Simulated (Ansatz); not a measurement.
GaAs$_{3}$N$_{4}$

Input file:

```
crystal:
  lattice:
    - [5.3136706329, 0.0, 0.0]
    - [0.0, 5.3136706329, 0.0]
    - [0.0, 0.0, 5.3136706329]
  atoms:
    - { symbol: Ga, position: [0.0, 0.0, 0.0] }
    - { symbol: As, position: [0.0, 0.5, 0.0] }
    - { symbol: As, position: [0.0, 0.0, 0.5] }
    - { symbol: As, position: [0.5, 0.0, 0.0] }
    - { symbol: "N", position: [0.7899562214, 0.2100437786, 0.7899562214] }
    - { symbol: "N", position: [0.2100437786, 0.7899562214, 0.7899562214] }
    - { symbol: "N", position: [0.7899562214, 0.7899562214, 0.2100437786] }
    - { symbol: "N", position: [0.2100437786, 0.2100437786, 0.2100437786] }
kpoints:
  mp_grid: { grid: [4, 4, 4] }
hamiltonian:
  xc: r2scan
  dispersion: rvv10
scf:
  occupations: { method: fermi_dirac, width: 0.03 }
relax:
  f_tol: 0.01
  cell: {}
  max_steps: 120
output:
  write_density: true
  write_potential: true
  elf: true
  volumetric_format: npy
```

Launched as:

```sh
ansatz run input.yaml --threads 4 --pin off --max-ram 4608MiB --backend cpu --events-out ev --progress --plain --runs-dir out
```

Below, planes, directions and counts refer to the conventional cell (a = 5.32 Å, b = 5.32 Å, c = 5.32 Å, α = 90.00°, β = 90.00°, γ = 90.00°).

The fields are those of the run's last geometry, not of the input's.

Space group P-43m; a structure from a database of computed crystals, not necessarily the ambient phase; started from the VCu3S4-215 prototype, which need not be the ambient phase.

These are results of DFT, r2SCAN+rVV10, plane waves, PAW (Ansatz 0.2.0), not measurements.

Q: Predict the valence pseudo-density and electron localisation function between the atoms.

A: Ga–N (1.93 Å): ρ at the midpoint is about 0.79 e/Å³; the ELF peaks at about 0.85 in the valence shell of N, 0.6 Å from its nucleus, and is about 0.50 at the midpoint.
Ga–As (2.66 Å): the density is about 0.28 e/Å³ at the midpoint; the ELF is about 0.25 at the midpoint (no shared electron pair shows on this line).

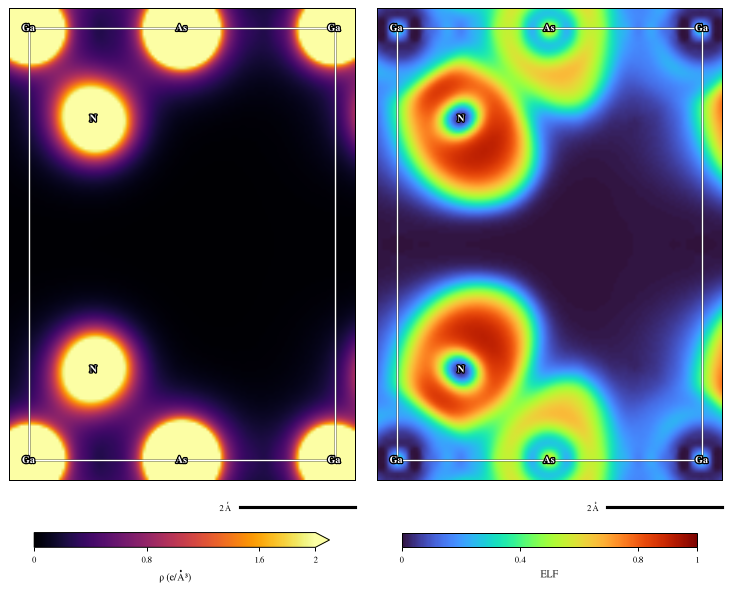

Computed valence pseudo-density and electron localisation function on the (101̄) plane of the conventional cell, in this order. 
